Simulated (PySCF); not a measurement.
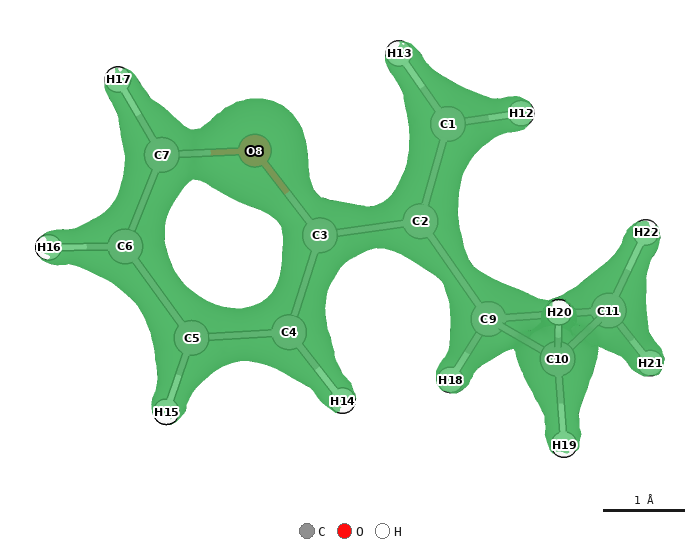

Figure 1: C₁₀H₁₁O (charge +1). Isosurface of the total electron density at 1.5 e/Å³ (green), seen at a tilt.

Geometry: GFN2-xTB.

All numbers below come from PBE0/6-31G*, SCF density, gas phase, non-relativistic (PySCF).

```xyz
22

C    -0.6758   -2.0216    1.0007
C    -0.5093   -0.8957    0.2872
C     0.7789   -0.2206    0.2737
C     1.0079    1.0040   -0.3685
C     2.2707    1.5607   -0.3348
C     3.2987    0.8876    0.3421
C     2.9878   -0.3010    0.9470
O     1.7806   -0.8194    0.9059
C    -1.5959   -0.2831   -0.5260
C    -2.3420    0.9157    0.0028
C    -3.0318   -0.4060   -0.1125
H    -1.6185   -2.5398    0.9980
H     0.1114   -2.4503    1.5975
H     0.1915    1.4965   -0.8704
H     2.4673    2.5035   -0.8224
H     4.2984    1.2857    0.3908
H     3.6956   -0.9056    1.5000
H    -1.3890   -0.2961   -1.5903
H    -2.6053    1.7019   -0.6874
H    -2.0961    1.2686    0.9930
H    -3.7693   -0.5372   -0.8877
H    -3.2663   -0.9284    0.8007
```

Q: How is the density connected at this value?

A: At this value the surface is in one piece. It bridges the sampled C–O (1.31 Å), C–C (1.34 Å), C–H (1.08 Å) and C–C (1.40 Å) contacts, where the density stays above the isovalue. On the grid the lowest density along these lines, outside the cores, is 2 e/Å³ (C–O, 1.31 Å), 2.3 e/Å³ (C–C, 1.34 Å), 1.9 e/Å³ (C–H, 1.08 Å) and 2.1 e/Å³ (C–C, 1.40 Å).
